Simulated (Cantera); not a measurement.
Charge: 1 mol C₃H₈, 2.3 mol H₂O, 49 mol N₂, equilibrated at 1623 K.

Equilibrium computed with Cantera from the NASA thermochemical tables; the gas is ideal and each condensed phase is pure. Candidate condensed phases: C, C₆H₆, C₇H₈, C₈H₁₈, H₂O; 136 gas species. The ideal-gas law is rough above about 30 bar. Rates play no part.

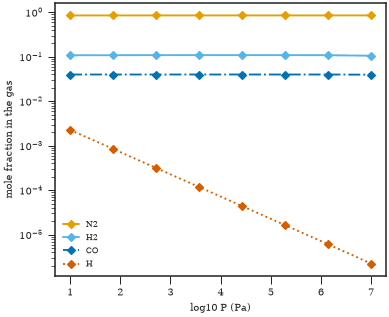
Figure. Equilibrium gas composition (values under 1e-9 drawn at 1e-9)

Problem. Read off the mole fractions at 75000 Torr.

Solution. N₂ about 0.85, H₂ about 0.11, CO about 0.040, H about 2.2e-6.
